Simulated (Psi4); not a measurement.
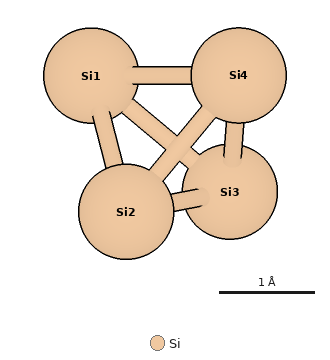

The input geometry (ball-and-stick view, seen at a tilt; atoms are numbered from 1 in the order of the input). Bond lengths as drawn: Si–Si 1.86 to 1.92 Å.

# Run report: Si₄ (charge −3), energy and gradient calculation (part 1 of 2)

The run: energy and gradient calculation of Si₄, charge −3, multiplicity 2. Method and program: B3LYP/6-31G*, UKS (Psi4 1.11).

The geometry is that of the parent species in another charge or spin state. The geometry comes from this level: GFN2-xTB.

**Input (job.in)**
```
memory 1600 MB

molecule {
  -3 2
  Si
  Si 1 r2
  Si 2 r3 1 a3
  Si 2 r4 3 a4 1 d4

  r2 = 1.921828
  r3 = 1.862652
  a3 = 61.01085
  r4 = 1.862648
  a4 = 60.00225
  d4 = -71.34771
  symmetry c1
  no_reorient
  no_com
}

set basis 6-31G*
set reference uks
set puream false
set e_convergence 1e-09
set d_convergence 1e-08
set scf_type pk
set dft_radial_points 99
set dft_spherical_points 590
set maxiter 200

E, wfn = gradient("b3lyp", return_wfn=True)
oeprop(wfn, "WIBERG_LOWDIN_INDICES", "MULLIKEN_CHARGES", "QUADRUPOLE")
```

Command:
```bash
psi4 -i job.in -o job.out -n 1
```

**Log**
```
Psi4 1.11 release

gradient() will perform analytic gradient computation.

   => Loading Basis Set <=

    Name: 6-31G*
    Role: ORBITAL
    Keyword: BASIS

         ---------------------------------------------------------
                                   SCF
                              UKS Reference
                        1 Threads,   1525 MiB Core
         ---------------------------------------------------------

  ==> Geometry <==

    Molecular point group: c1
    Full point group: C1

    Geometry (in Angstrom), charge = -3, multiplicity = 2:

       Center              X                  Y                   Z               Mass
    ------------   -----------------  -----------------  -----------------  -----------------
         SI          -0.382102533906     0.548457478798    -0.990037431484    27.976926534650
         SI          -0.382102533906     0.548457478798     0.931790568516    27.976926534650
         SI          -0.382102533906    -1.080825644225     0.029067478008    27.976926534650
         SI           1.146307601718    -0.016089313371     0.029179384961    27.976926534650

  Running in c1 symmetry.

  Rotational constants: A =      0.17367  B =      0.16566  C =      0.16565 [cm^-1]
  Rotational constants: A =   5206.48776  B =   4966.30955  C =   4966.09454 [MHz]
  Nuclear repulsion =  328.955880849719904

  Charge       = -3
  Multiplicity = 2
  Electrons    = 59
  Nalpha       = 30
  Nbeta        = 29

  ==> Algorithm <==

  SCF Algorithm Type is PK.
  DIIS enabled.
  MOM disabled.
  Fractional occupation disabled.
  Guess Type is SAD.
  Energy threshold   = 1.00e-09
  Density threshold  = 1.00e-08
  Integral threshold = 1.00e-12

  ==> Primary Basis <==

  Basis Set: 6-31G*
    Blend: 6-31G*
    Number of shells: 32
    Number of basis functions: 76
    Number of Cartesian functions: 76
    Spherical Harmonics?: false
    Max angular momentum: 2

  ==> DFT Potential <==

   => LibXC <=

    Version 7.1.2

   => Composite Functional: B3LYP <=

    B3LYP Hyb-GGA Exchange-Correlation Functional

    Deriv               =              1
    GGA                 =           TRUE
    Meta                =          FALSE

    Exchange Hybrid     =           TRUE
    MP2 Hybrid          =          FALSE

   => Exchange Functionals <=

    0.0800   Slater exchange
    0.7200         Becke 88

   => Exact (HF) Exchange <=

    0.2000               HF

   => Correlation Functionals <=

    0.1900   Vosko, Wilk & Nusair (VWN5_RPA)
    0.8100   Lee, Yang & Parr

   => LibXC Density Thresholds  <==

    XC_HYB_GGA_XC_B3LYP:  1.00E-15

   => Molecular Quadrature <=

    Radial Scheme          =       TREUTLER
    Pruning Scheme         =           NONE
    Nuclear Scheme         =       TREUTLER

    Blocking Scheme        =         OCTREE
    BS radius alpha        =              1
    Pruning alpha          =              1
    Radial Points          =             99
    Spherical Points       =            590
    Total Points           =         215317
    Total Blocks           =           1699
    Max Points             =            256
    Max Functions          =             74
    Weights Tolerance      =       1.00E-15

  ==> Integral Setup <==

  Using in-core PK algorithm.
   Calculation information:
      Number of atoms:                   4
      Number of AO shells:              32
      Number of primitives:            108
      Number of atomic orbitals:        76
      Number of basis functions:        76

      Integral cutoff                 1.00e-12
      Number of threads:                 1

  Performing in-core PK
  Using 8564402 doubles for integral storage.
  We computed 136167 shell quartets total.
  Whereas there are 139656 unique shell quartets.

  ==> DiskJK: Disk-Based J/K Matrices <==

    J tasked:                  Yes
    K tasked:                  Yes
    wK tasked:                  No
    Memory [MiB]:              725
    Schwarz Cutoff:          1E-12

  Cached 100.0% of DFT collocation blocks in 0.409 [GiB].

  Minimum eigenvalue in the overlap matrix is 2.4396174407E-03.
  Reciprocal condition number of the overlap matrix is 2.7290449991E-04.
    Using symmetric orthogonalization.

  ==> Pre-Iterations <==

  SCF Guess: Superposition of Atomic Densities via on-the-fly atomic UHF (no occupation information).

   -------------------------
    Irrep   Nso     Nmo
   -------------------------
     A         76      76
   -------------------------
    Total      76      76
   -------------------------

  ==> Iterations <==

                        Total Energy        Delta E     RMS |[F,P]|

   @UKS iter SAD: -1159.39681333824979   -1.15940e+03   0.00000e+00
   @UKS iter   1: -1155.53460296740514    3.86221e+00   1.72356e-02 ADIIS/DIIS
   @UKS iter   2: -1150.83244900883255    4.70215e+00   3.14806e-02 ADIIS/DIIS
   @UKS iter   3: -1156.99299032067415   -6.16054e+00   3.98008e-03 ADIIS/DIIS
   @UKS iter   4: -1156.94552138047584    4.74689e-02   4.75221e-03 ADIIS/DIIS
   @UKS iter   5: -1157.06590025906848   -1.20379e-01   6.09693e-04 ADIIS/DIIS
   @UKS iter   6: -1157.06861952140321   -2.71926e-03   3.59962e-04 ADIIS/DIIS
   @UKS iter   7: -1157.06982234982070   -1.20283e-03   1.88018e-04 ADIIS/DIIS
   @UKS iter   8: -1157.07084546878832   -1.02312e-03   1.69307e-04 ADIIS/DIIS
   @UKS iter   9: -1157.07192471484791   -1.07925e-03   1.85385e-04 ADIIS/DIIS
   @UKS iter  10: -1157.07109044713866    8.34268e-04   1.81771e-04 ADIIS/DIIS
   @UKS iter  11: -1157.06870892421603    2.38152e-03   1.93736e-04 ADIIS/DIIS
   @UKS iter  12: -1157.06638527592963    2.32365e-03   3.98297e-04 ADIIS/DIIS
   @UKS iter  13: -1157.06711451897718   -7.29243e-04   3.23957e-04 ADIIS/DIIS
   @UKS iter  14: -1157.06729663355736   -1.82115e-04   3.13337e-04 ADIIS/DIIS
   @UKS iter  15: -1157.06730839774036   -1.17642e-05   3.06515e-04 ADIIS/DIIS
   @UKS iter  16: -1157.06767804408287   -3.69646e-04   2.82835e-04 ADIIS/DIIS
   @UKS iter  17: -1157.06715861098201    5.19433e-04   3.28025e-04 ADIIS/DIIS
   @UKS iter  18: -1157.06754366269911   -3.85052e-04   2.46465e-04 ADIIS/DIIS
   @UKS iter  19: -1157.06776154164504   -2.17879e-04   2.12013e-04 ADIIS/DIIS
   @UKS iter  20: -1157.06874151804959   -9.79976e-04   1.20154e-04 ADIIS/DIIS
   @UKS iter  21: -1157.06957386166732   -8.32344e-04   1.22955e-04 ADIIS/DIIS
   @UKS iter  22: -1157.06942292169947    1.50940e-04   1.24854e-04 ADIIS/DIIS
   @UKS iter  23: -1157.06758776149672    1.83516e-03   1.23538e-04 ADIIS/DIIS
   @UKS iter  24: -1157.06722922318841    3.58538e-04   1.55359e-04 ADIIS/DIIS
   @UKS iter  25: -1157.06725045536473   -2.12322e-05   1.61530e-04 ADIIS/DIIS
   @UKS iter  26: -1157.06718059009768    6.98653e-05   1.90229e-04 ADIIS/DIIS
   @UKS iter  27: -1157.06712586226513    5.47278e-05   1.87036e-04 ADIIS/DIIS
   @UKS iter  28: -1157.06734320645978   -2.17344e-04   7.69281e-05 DIIS
   @UKS iter  29: -1157.06734198593358    1.22053e-06   8.32390e-05 DIIS
   @UKS iter  30: -1157.06742752386754   -8.55379e-05   6.94072e-05 DIIS
   @UKS iter  31: -1157.06744626666637   -1.87428e-05   5.66976e-05 DIIS
   @UKS iter  32: -1157.06738926638764    5.70003e-05   3.75600e-05 DIIS
   @UKS iter  33: -1157.06740356386649   -1.42975e-05   2.05538e-05 DIIS
   @UKS iter  34: -1157.06739333304745    1.02308e-05   1.40643e-05 DIIS
   @UKS iter  35: -1157.06739884010540   -5.50706e-06   8.68020e-06 DIIS
   @UKS iter  36: -1157.06740459198249   -5.75188e-06   5.73315e-06 DIIS
   @UKS iter  37: -1157.06740753699887   -2.94502e-06   4.87471e-06 DIIS
   @UKS iter  38: -1157.06740902135994   -1.48436e-06   4.24880e-06 DIIS
   @UKS iter  39: -1157.06740843551074    5.85849e-07   3.94181e-06 DIIS
   @UKS iter  40: -1157.06740930487945   -8.69369e-07   3.71046e-06 DIIS
   @UKS iter  41: -1157.06740918015907    1.24720e-07   3.60990e-06 DIIS
   @UKS iter  42: -1157.06741044557725   -1.26542e-06   2.19858e-06 DIIS
   @UKS iter  43: -1157.06741045732906   -1.17518e-08   1.93760e-06 DIIS
   @UKS iter  44: -1157.06741040296311    5.43660e-08   1.09629e-06 DIIS
   @UKS iter  45: -1157.06741048260142   -7.96383e-08   1.08923e-06 DIIS
   @UKS iter  46: -1157.06741052422331   -4.16219e-08   8.26272e-07 DIIS
   @UKS iter  47: -1157.06741062010678   -9.58835e-08   6.58091e-07 DIIS
   @UKS iter  48: -1157.06741062847323   -8.36644e-09   5.25139e-07 DIIS
   @UKS iter  49: -1157.06741063439335   -5.92013e-09   2.71440e-07 DIIS
   @UKS iter  50: -1157.06741063839468   -4.00132e-09   7.91938e-08 DIIS
   @UKS iter  51: -1157.06741063820732    1.87356e-10   3.27485e-08 DIIS
   @UKS iter  52: -1157.06741063819095    1.63709e-11   2.08796e-08 DIIS
   @UKS iter  53: -1157.06741063820596   -1.50067e-11   1.77703e-08 DIIS
   @UKS iter  54: -1157.06741063821732   -1.13687e-11   2.15862e-08 DIIS
   @UKS iter  55: -1157.06741063821346    3.86535e-12   1.69068e-08 DIIS
   @UKS iter  56: -1157.06741063819527    1.81899e-11   7.05436e-09 DIIS
  Energy and wave function converged.

  ==> Post-Iterations <==

   Electrons on quadrature grid:
      Nalpha   =   29.9999998968 ; deviation = -1.032e-07
      Nbeta    =   28.9999998910 ; deviation = -1.090e-07
      Ntotal   =   58.9999997879 ; deviation = -2.121e-07

   @Spin Contamination Metric:   5.126535683E-03
   @S^2 Expected:                7.500000000E-01
   @S^2 Observed:                7.551265357E-01
   @S   Expected:                5.000000000E-01
   @S   Observed:                5.000000000E-01

    Orbital Energies [Eh]
    ---------------------

    Alpha Occupied:

       1A    -65.518118     2A    -65.509260     3A    -65.507688
       4A    -65.507656     5A     -4.692983     6A     -4.682851
       7A     -4.681247     8A     -4.678559     9A     -3.057492
      10A     -3.047966    11A     -3.047266    12A     -3.045888
      13A     -3.040318    14A     -3.039160    15A     -3.037018
      16A     -3.036320    17A     -3.036148    18A     -3.035466
      19A     -3.034353    20A     -3.032368    21A     -0.206081
      22A      0.121281    23A      0.131148    24A      0.131173
      25A      0.256958    26A      0.332073    27A      0.348001
      28A      0.350860    29A      0.361989    30A      0.363144

    Alpha Virtual:

      31A      0.513085    32A      0.514306    33A      0.515710
      34A      0.574055    35A      0.576516    36A      0.577076
      37A      0.581543    38A      0.675137    39A      0.681460
      40A      0.686891    41A      0.702621    42A      0.703255
      43A      0.766209    44A      0.888378    45A      0.895096
      46A      0.897915    47A      0.907981    48A      0.916602
      49A      0.917503    50A      0.919687    51A      0.931992
      52A      0.933722    53A      1.031143    54A      1.031170
      55A      1.035992    56A      1.142398    57A      1.157168
      58A      1.164436    59A      1.355017    60A      1.357665
      61A      1.370874    62A      1.379243    63A      1.400286
      64A      1.407614    65A      1.480692    66A      1.481117
      67A      1.822065    68A      1.855710    69A      1.859956
      70A      1.919509    71A      1.923616    72A      1.943398
      73A      3.550272    74A      3.556696    75A      3.559829
      76A      3.590446

    Beta Occupied:
```
